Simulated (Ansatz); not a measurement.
**Pressure series in hypothetical rutile SnSe2**

The parent structure is SnSe$_{2}$ in the rutile structure (space group P4_2/mnm, No. 136; a = 6.4149 Å, c = 3.9943 Å; a hypothetical phase, not in the database extracts checked).

Cell and atoms are relaxed at each pressure.

The values are results of DFT with PBEsol, PAW potentials and a 420 eV plane-wave cutoff in Ansatz (a first-principles code), no SOC, earlier PAW set, not measurements.

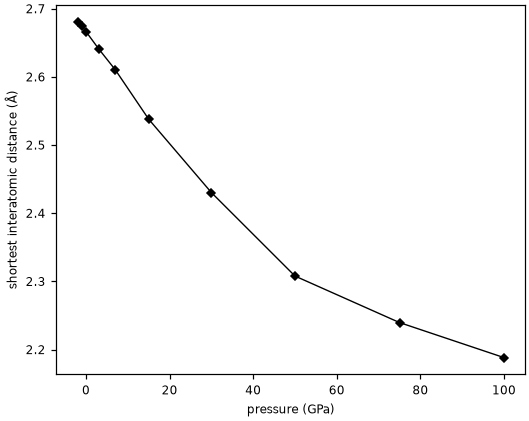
Figure: Shortest interatomic distance against pressure

### Question
From the plot, what is the shortest interatomic distance for pressure 3 GPa?

### Answer
About 2.64 Å.

### Question
Is the trend monotonic over the range shown?

### Answer
Yes, it falls throughout, spanning 218.8 pm to 268.1 pm.

From pressure 50 GPa on, the axis ratios lie over 15 % from the base's, so the cell there is far from its starting form. Load acts through the strain it causes; cell and atoms are relaxed under it. Whether these cells are dynamically stable was not tested. Competing high-pressure phases were not computed. The final runs are not spin-polarised.
